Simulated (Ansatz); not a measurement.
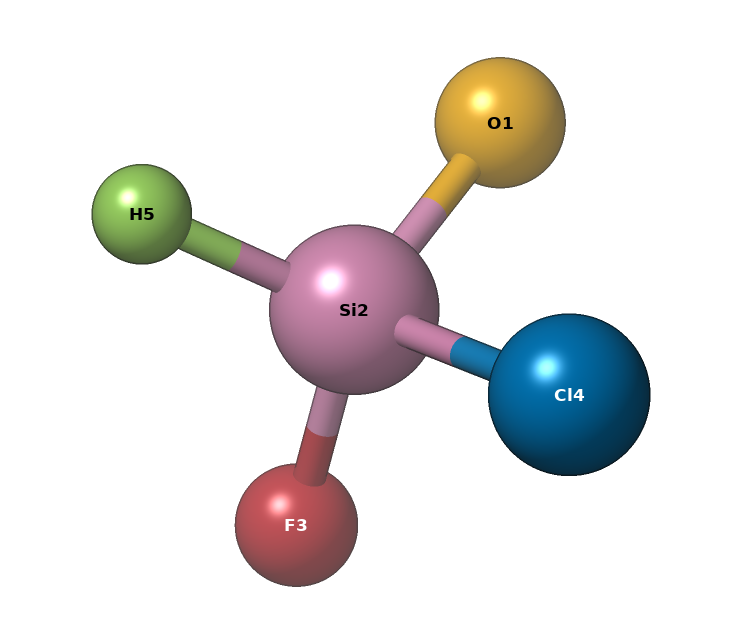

Distant atoms are faded towards the background colour. Charge 0, doublet. Computed geometry: PBE0-D4/def2-TZVP optimisation. No frequency run is at hand to confirm it as a minimum.

Q: Which atoms or bonds are stereogenic?

A: Centres: Si2.

Q: What are the Cahn–Ingold–Prelog descriptors?

A: Si2: S (priorities Cl4 > F3 > O1 > H5).

Q: Give a SMILES with the stereochemistry.

A: [O][Si@@H](F)Cl
